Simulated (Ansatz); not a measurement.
# AlClF2 (SMILES [F][Al]([F])[Cl]) at 6 levels

We compute a comparison of 6 runs (HF/STO-3G, UHF/STO-3G, PBE/STO-3G, PBE0/STO-3G, wB97X/STO-3G, MP2/STO-3G) of AlClF2. 

The calculation is run with Ansatz 0.2.0.

53 further runs of the same task are left out: 4 that didn't finish, 49 set aside as unsound or not needed.

## 1. The structure to begin with

AlClF2 has 4 atoms, charge 0, and is taken as a singlet. As SMILES, `[F][Al]([F])[Cl]`. The Cl4–Al2 distance was set to 2.576 Å, away from the relaxed value.

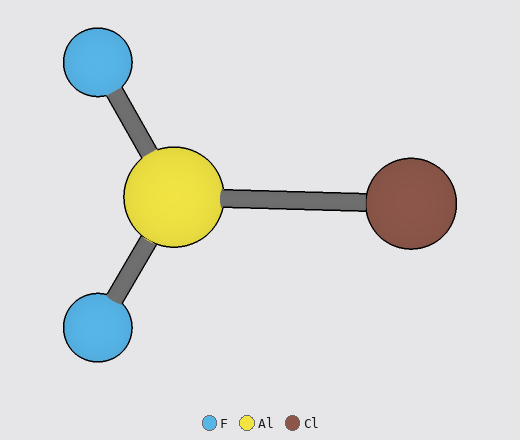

The structure, seen from a chosen angle (fluorine blue, aluminium yellow, chlorine brown).

## 2. A single-point energy at HF/STO-3G (run 1)

The input, job.yaml:

```yaml
crystal:
  periodic: [false, false, false]
  atoms:
    - symbol: F
      position_ang: [1.349492, 0.463387, 1.422655]
    - symbol: Al
      position_ang: [0.421572, -0.309123, 0.326585]
    - symbol: F
      position_ang: [0.625782, -1.912193, 0.108355]
    - symbol: Cl
      position_ang: [-1.339980, 0.982810, -1.038560]
basis:
  gaussian: {orbitals: STO-3G}
hamiltonian: {xc: hf}
accuracy: high
```

Started as:

```sh
$ ansatz run job.yaml --threads 1 --pin off --max-ram 3480MiB --events-out events.jsonl --progress --plain --runs-dir runs
```

Log:

```text
Warning: RAYON_NUM_THREADS=1 ignored (pool sized by the plan → 1); use --threads N
Functional definition: HF
  name "HF"
  exchange = exact_x
  correlation = 0
505 factors; integrals over basis functions are off by at most 3.2e-8 eV
mean field evaluation 1: about -24208.3662 eV, gradient 2.8e1 eV
mean field evaluation 2: about -24208.3890 eV, gradient 2.8e1 eV
mean field evaluation 4: about -24212.1800 eV, gradient 9.5e-1 eV
mean field evaluation 8: about -24212.1817 eV, gradient 2.7e-5 eV
mean field -24212.18169292 eV, -889.7812656084 hartree, gradient 2.5e-8 eV, S^2 0.000000; 0 other end points of the search recorded, 0 dependent functions left out
reference -24212.18169292 eV, -889.7812656084 hartree; 24, 24 occupied and 4, 4 virtual orbitals, 505 factors
Total energy: -24212.18169292 eV, -889.7812656084 hartree
```

Wall time 0.16 s (1 thread of Arm Neoverse V2, shared host).

## 3. The energy at UHF/STO-3G (run 2)

The input, molecule.yaml:

```yaml
crystal:
  periodic: [false, false, false]
  atoms:
    - symbol: F
      position_ang: [1.349492, 0.463387, 1.422655]
    - symbol: Al
      position_ang: [0.421572, -0.309123, 0.326585]
    - symbol: F
      position_ang: [0.625782, -1.912193, 0.108355]
    - symbol: Cl
      position_ang: [-1.339980, 0.982810, -1.038560]
basis:
  gaussian:
    orbitals: STO-3G
accuracy: high
magnetization:
  spin_polarized: true
  initial_magnetization: 0
hamiltonian:
  xc: hf
```

Started as:

```sh
$ ansatz run molecule.yaml --threads 1 --pin off --max-ram 3480MiB --events-out events.jsonl --progress --plain --runs-dir runs
```

Log:

```text
Warning: RAYON_NUM_THREADS=1 ignored (pool sized by the plan → 1); use --threads N
[... 4 set-up lines as earlier in the session ...]
505 factors; integrals over basis functions are off by at most 3.2e-8 eV
mean field evaluation 1: about -24208.3662 eV, gradient 2.0e1 eV
mean field evaluation 2: about -24208.3890 eV, gradient 2.0e1 eV
mean field evaluation 4: about -24212.1800 eV, gradient 6.7e-1 eV
mean field evaluation 8: about -24212.1817 eV, gradient 1.3e-5 eV
mean field -24212.18169292 eV, -889.7812656084 hartree, gradient 2.5e-8 eV, S^2 0.000000; 0 other end points of the search recorded, 0 dependent functions left out
reference -24212.18169292 eV, -889.7812656084 hartree; 24, 24 occupied and 4, 4 virtual orbitals, 505 factors
Total energy: -24212.18169292 eV, -889.7812656084 hartree
```

Run time: 0.2 s. Hardware: 1 thread of Arm Neoverse V2, shared host.

Runs 3 to 5 aren't shown in full; the table further down has their settings and results.

## 4. The energy at MP2/STO-3G (run 6)

The input, molecule.yaml:

```yaml
crystal:
  periodic: [false, false, false]
  atoms:
    - {symbol: F, position_ang: [1.349492, 0.463387, 1.422655]}
    - {symbol: Al, position_ang: [0.421572, -0.309123, 0.326585]}
    - {symbol: F, position_ang: [0.625782, -1.912193, 0.108355]}
    - {symbol: Cl, position_ang: [-1.339980, 0.982810, -1.038560]}
basis:
  gaussian:
    orbitals: STO-3G
correlation:
  method: mp2
  frozen_orbitals: {Al: 5, Cl: 5, F: 1}
accuracy: high
```

Started as:

```sh
$ ansatz run molecule.yaml --threads 1 --pin off --max-ram 3480MiB --events-out events.jsonl --progress --plain --runs-dir runs
```

Log:

```text
Warning: RAYON_NUM_THREADS=1 ignored (pool sized by the plan → 1); use --threads N
[... 4 set-up lines as earlier in the session ...]
505 factors; integrals over basis functions are off by at most 3.2e-8 eV
mean field evaluation 1: about -24208.3662 eV, gradient 2.8e1 eV
mean field evaluation 2: about -24208.3890 eV, gradient 2.8e1 eV
mean field evaluation 4: about -24212.1800 eV, gradient 9.5e-1 eV
mean field evaluation 8: about -24212.1817 eV, gradient 2.7e-5 eV
mean field -24212.18169292 eV, -889.7812656084 hartree, gradient 2.5e-8 eV, S^2 0.000000; 0 other end points of the search recorded, 0 dependent functions left out
12 core orbitals not correlated: weight in the atoms' cores, before any rotation towards them, 1.000 or more for the frozen orbitals, at most 0.000 for the correlated occupied ones
reference -24212.18169292 eV, -889.7812656084 hartree; 12, 12 occupied and 4, 4 virtual orbitals, 505 factors
second order -1.82819921 eV of doubles, -0.00000000 eV of singles
Total energy: -24214.00989213 eV, -889.8484506904 hartree
```

Wall time 0.18 s (1 thread of Arm Neoverse V2, shared host).

## 5. All runs side by side

| run | level | frozen core orbitals | energy (Eh) | wall time |
| --- | --- | --- | --- | --- |
| 1 | HF/STO-3G | – | -889.781266 | 0.16 s |
| 2 | UHF/STO-3G | – | -889.781266 | 0.2 s |
| 3 | PBE/STO-3G | – | -891.053230 | 1.3 s |
| 4 | PBE0/STO-3G | – | -891.188231 | 1.2 s |
| 5 | wB97X/STO-3G | – | -891.564018 | 5.7 s |
| 6 | MP2/STO-3G | 12 | -889.848451 | 0.18 s |

## 6. Summary of results

| quantity | value |
| --- | --- |
| run 6: total energy | -889.84845 Eh |
| run 6: correlation energy (12 core orbitals frozen) | -67.2 mEh |

In words: Totals of different functionals can't be ranked against each other. In runs 1, 2, 3, 4, 5, 6 the basis is minimal, so the values are rough. All runs together took 8.8 s, the longest 5.7 s.
